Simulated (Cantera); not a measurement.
Input: 1 mol MgSO4, 0.96 mol H2, 0.56 mol CO2, at 1.00 bar.

These are equilibrium values from Cantera (NASA tables, ideal gas, pure condensed phases), not measurements of a reactor. Candidate condensed phases: C, C6H6, C7H8, C8H18, H2O, H2SO4, Mg, MgCO3, MgO, Mg(OH)2, MgS, MgSO4, S; 130 gas species. Mutual solubility and eutectic melting of coexisting phases are not modelled. Gases not in the tables: S3 to S7. Kinetics and transport are ignored.

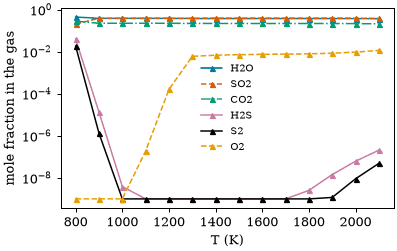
Equilibrium gas composition (values under 1e-9 drawn at 1e-9)

From 800 K to 1200 K the condensed part is MgO(s) + MgSO4(s). From 1300 K to 2100 K the condensed part is MgO(s).
